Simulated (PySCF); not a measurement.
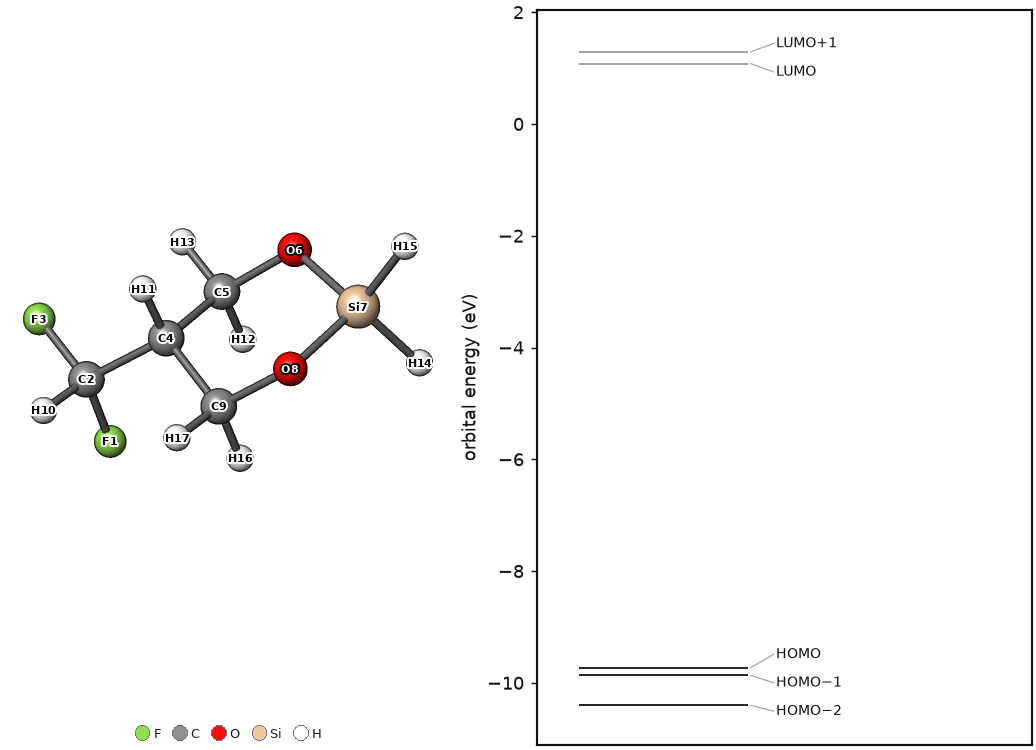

C₄H₈F₂O₂Si, SMILES FC(F)C1CO[SiH2]OC1. Kohn-Sham orbital energies near the frontier, CAM-B3LYP/def2-SVPD with PySCF 2.14.0, at a PBE0-D3(BJ)/def2-SVP geometry (no frequency check), isolated molecule; empty levels in grey, levels within 0.03 eV side by side.

**Where do the frontier orbitals lie?**

HOMO at −9.73 eV, LUMO at 1.08 eV, 10.81 eV apart.

**How far below the HOMO does the next level lie?**

0.14 eV.

**List the levels with the atoms that carry most of them (a dash for levels above zero or within 0.03 eV of another, where shares mean little).**

```tsv
orbital	energy (eV)	Löwdin shares
LUMO+1	1.29	–
LUMO	1.08	–
HOMO	−9.73	O6 29 %, O8 17 %, Si7 13 %
HOMO−1	−9.87	O8 32 %, O6 27 %, C4 12 %
HOMO−2	−10.40	O8/O6 30 % each, C5/C9 10 % each
```

Caveats: one conformer of a flexible molecule; empty levels above zero depend strongly on the basis.
